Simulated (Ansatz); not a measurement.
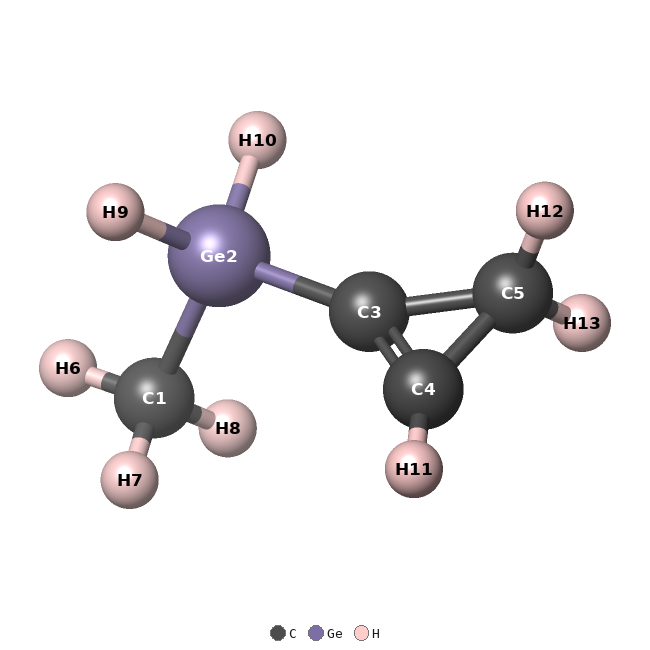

Atoms carry their numbers in the input. The geometry was computed by an optimisation with PBE0-D4/def2-TZVP. No frequency run is at hand to confirm it as a minimum.

### Describe the coordination of atom 2.

Ge2 has 4 neighbours (C1 at 1.95, C3 at 1.92, H9 at 1.54, H10 at 1.54 Å); the arrangement is tetrahedral.

### How are the neighbours of atom 1 arranged?

C1 has 4 neighbours (Ge2 at 1.95, H6 at 1.09, H7 at 1.09, H8 at 1.09 Å); the arrangement is tetrahedral.

### What is the dihedral angle C1–Ge2–C3–C5?

118° in size, that is anticlinal.
